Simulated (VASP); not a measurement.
Band structure of GaSe (space group R3m). Method: PBEsol GGA, VASP's PBE PAW potentials (set 64) (plane waves; VASP 6.6.1).

Without a dispersion term in the relaxation, distances and binding between the weakly bound layers, chains or molecules are unreliable, and so is what depends on them.

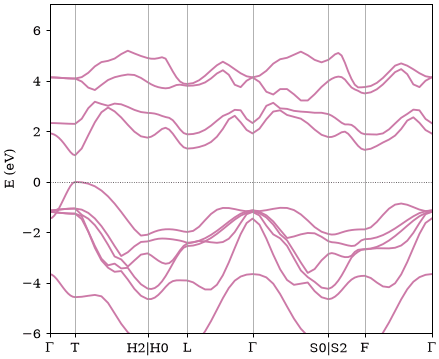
Figure. Bands along high-symmetry lines, zero at the valence-band maximum or, without a gap, the Fermi level

Question: Read the plot: is there a gap, and where are the band edges?

Answer: The gap is direct, 1.06 eV, from the valence maximum at T to the conduction minimum at T. (Edges off the drawn lines would not show.)

The structure comes from a computed database's GaSe entry (R3m); how it stands against other phases isn't given here. It was relaxed first, which changed the volume by -7 %.
